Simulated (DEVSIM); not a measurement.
System: abrupt CdTe n-p junction, at 250 K.

| layer (left to right) | material | thickness (μm) | Nd (cm⁻³) | Na (cm⁻³) | τn (s) | τp (s) |
|---|---|---|---|---|---|---|
| 1 | CdTe | 0.690 | 8.6e15 | - | 9.2e-9 | 9.2e-9 |
| 2 | CdTe | 0.310 | - | 7.8e17 | 9.2e-9 | 9.2e-9 |

Left contact: ohmic. Right contact: ohmic. Voltage is applied to the left contact. Recombination: SRH at mid-gap, Auger. Mobility is constant in doping.

Constants are typed, rounded textbook-type inputs, not results; the design itself was drawn at random and stands for no fabricated device. Values at 300 K; Nc and Nv go as T^1.5, mobilities as T to minus their exponent, the gap by Varshni's rule with the affinity fixed.

| parameter | CdTe |
|---|---|
| gap (eV) | 1.5 |
| affinity (eV) | 4.28 |
| permittivity | 10.2 |
| Nc (cm⁻³) | 8e17 |
| Nv (cm⁻³) | 1.8e19 |
| μn (cm²/Vs) | 1000 |
| μp (cm²/Vs) | 80 |
| T exponent of μn | 1.7 |
| T exponent of μp | 1.5 |
| Cn (cm⁶/s) | 1e-30 |
| Cp (cm⁶/s) | 1e-30 |
| Varshni α (eV/K) | 0.00031 |
| Varshni β (K) | 108 |

Simulated with DEVSIM: 1D drift-diffusion, Boltzmann statistics, complete ionisation; no tunnelling, impact ionisation, image-force lowering or self-heating.

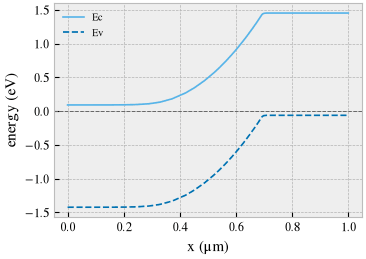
Figure: Band edges at zero bias

Energies count from the Fermi level of the right contact; mesh points crowd at the junctions.

```
x (μm)   Ec (eV)  Ev (eV)  n (cm⁻³)  p (cm⁻³)  field (V/cm)
-------  -------  -------  --------  --------  ------------
0.000      0.092   -1.423    8.6e15     < 1e2           ≈ 0
0.01339    0.092   -1.423    8.6e15     < 1e2           ≈ 0
0.03372    0.092   -1.423    8.6e15     < 1e2           ≈ 0
0.06456    0.092   -1.423    8.6e15     < 1e2            14
0.1279     0.092   -1.422    8.5e15     < 1e2            73
0.2075     0.094   -1.420    7.8e15     < 1e2           580
0.3283     0.133   -1.382    1.3e15     < 1e2          8300
0.4893     0.457   -1.057     3.7e8     < 1e2         32000
0.5666     0.753   -0.761       400      6200         44000
0.6175     0.998   -0.516     < 1e2     5.3e8         52000
0.6511     1.181   -0.334     < 1e2    2.6e12         57000
0.6778     1.339   -0.176     < 1e2    3.9e15         61000
0.6900     1.417   -0.097     < 1e2    1.5e17         70000
0.7031     1.451   -0.063     < 1e2    7.2e17          4200
0.7313     1.452   -0.062     < 1e2    7.8e17           ≈ 0
0.7634     1.452   -0.062     < 1e2    7.8e17           ≈ 0
0.8102     1.452   -0.062     < 1e2    7.8e17           ≈ 0
0.8686     1.452   -0.062     < 1e2    7.8e17           ≈ 0
0.9297     1.452   -0.062     < 1e2    7.8e17           ≈ 0
0.9608     1.452   -0.062     < 1e2    7.8e17           ≈ 0
0.9821     1.452   -0.062     < 1e2    7.8e17           ≈ 0
1.000      1.452   -0.062     < 1e2    7.8e17           ≈ 0
```
